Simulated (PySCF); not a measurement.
# C$_{7}$H$_{9}$ (SMILES C=C[CH+]CC#CC) (charge +1): what the fields show

Input

```
{"job": {"kind": "uv", "xc": "PBE0", "basis": "def2-SVPD", "nstates": 6, "ntriplets": 2}, "charge": 1, "multiplicity": 1}
C     -1.792697     1.013707    -0.102604
C     -2.280566    -0.253839    -0.086456
C     -1.515977    -1.413887     0.095984
C     -0.092883    -1.570120     0.303822
C      0.817623    -0.459571     0.347259
C      1.681740     0.383496     0.401673
C      2.673689     1.411277     0.461089
H     -0.743508     1.224964     0.027379
H     -2.454592     1.852697    -0.248699
H     -3.345172    -0.401284    -0.222408
H     -2.063674    -2.350553     0.085260
H      0.268230    -2.296333    -0.448424
H      0.028939    -2.163188     1.230161
H      2.260115     2.321123     0.895345
H      3.032566     1.634758    -0.544753
H      3.518568     1.075697     1.061445
```

Run with:

```sh
OMP_NUM_THREADS=1 python probes_run.py task.json out
```

Geometry: GFN2-xTB.

The calculation used PySCF, PBE0/def2-SVPD, SCF density, gas phase.

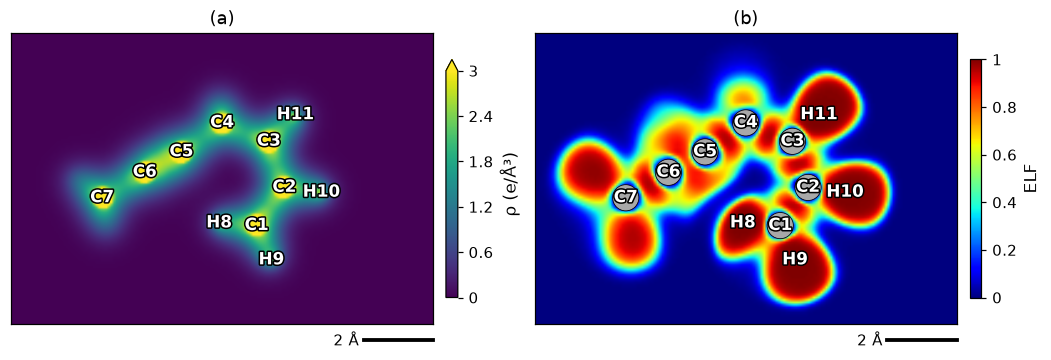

Figure 1. (a) total electron density; (b) ELF on the plane of atoms H8, C1 and H9. Grey discs cover the atomic cores in the ELF map.

Question: What does the map show?

Answer:
- The section cuts through C and H sites.
- C–C (1.21 Å): ρ is about 2.7 e/Å³ halfway; the ELF peaks at about 0.85 between the atoms (a short, multiple covalent bond).
- C–H (1.08 Å): ρ at the midpoint is about 2.2 e/Å³; the ELF climbs to about 1 towards the hydrogen, as it does in any bond to H (a covalent bond by its length).
- C–C (1.36 Å): ρ is about 2.2 e/Å³ halfway; the ELF peaks at about 0.95 between the atoms, as expected for a covalent bond.
- C–C (1.40 Å): the density is about 2.1 e/Å³ at the midpoint; the ELF peaks at about 0.95 between the atoms (localised, covalent bonding).

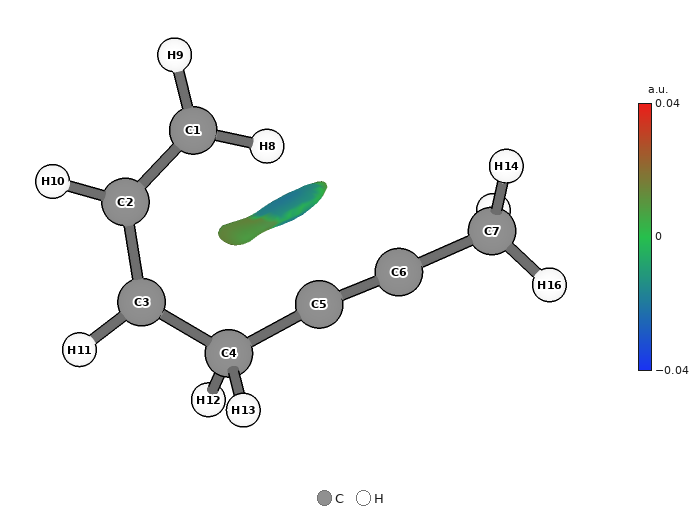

Figure 2. Non-covalent interaction (NCI) plot: the surface where the reduced density gradient is 0.6, for densities under 0.05 a.u., coloured by sign(λ₂)ρ; seen at a tilt.

Question: What holds or crowds the atoms apart from the covalent bonds?

Answer: Between H8 on one side and C5 on the other: a weak contact, attractive (blue-green) on one side and crowded (olive to red) on the other.
